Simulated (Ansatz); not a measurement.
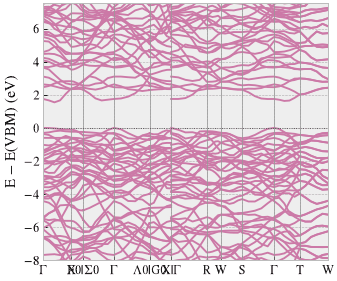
Fig. 1. Band structure from r²SCAN (plane waves, PAW; program Ansatz)

Problem. Read off the gap and where the band edges lie.

Solution. About 1.5 eV (1.54 eV by a search for the band edges); maximum at Γ, minimum on the Γ–X line, 43 % of the way from Γ.

The material is SiB₃ in space group Imma (No. 74; Pearson symbol oI64).

The workflow started from a Materials Project entry (that database holds measured and hypothetical structures alike); the Crystallography Open Database copy checked does not list it. Whether it is the stable phase at ambient conditions was not checked. Symmetry was held in the r²SCAN relaxation; its stability against distortions is not shown here.

Potentials: the later of the program's two PAW sets.
